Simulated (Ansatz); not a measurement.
## Profile along the Cd–Cd line in Cd (hcp, Mg type)

Cd (hcp, Mg type)

```cif
data_Cd2
_chemical_formula_sum 'Cd2'
_space_group_name_H-M_alt 'P63/mmc'
_space_group_IT_number 194
_space_group_name_Hall '-P 6c 2c'
_cell_length_a 2.96202
_cell_length_b 2.96202
_cell_length_c 5.79795
_cell_angle_alpha 90.000
_cell_angle_beta 90.000
_cell_angle_gamma 120.000
loop_
_atom_site_label
_atom_site_type_symbol
_atom_site_symmetry_multiplicity
_atom_site_Wyckoff_symbol
_atom_site_fract_x
_atom_site_fract_y
_atom_site_fract_z
_atom_site_occupancy
Cd1 Cd 2 d 0.66667 0.33333 0.25000 1
```

Fields along a shortest Cd–Cd line of a (0001) plane (2.96 Å), from Cd to Cd, interpolated on the slice's grid (step about 0.2 Å). Level of theory: r2SCAN (plane waves to 500 eV, PAW, scalar-relativistic; Ansatz, an electronic-structure program). k mesh 18×18×8. Near the nuclei the fields are pseudised (PAW); where an atom keeps semicore shells as valence, they peak there. Cd was relaxed with its symmetry unable to fall.

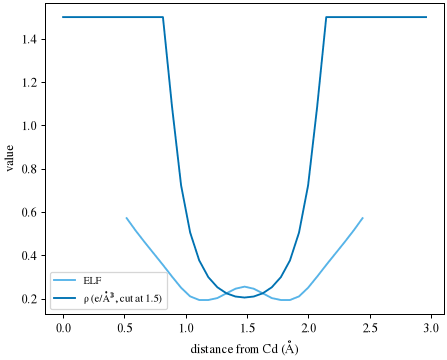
Figure. ELF (away from the nuclei) and valence density from Cd to Cd.

Density on the Cd–Cd line (2.96 Å) at its midpoint: 0.21 e/Å³. ELF at that point: 0.26.
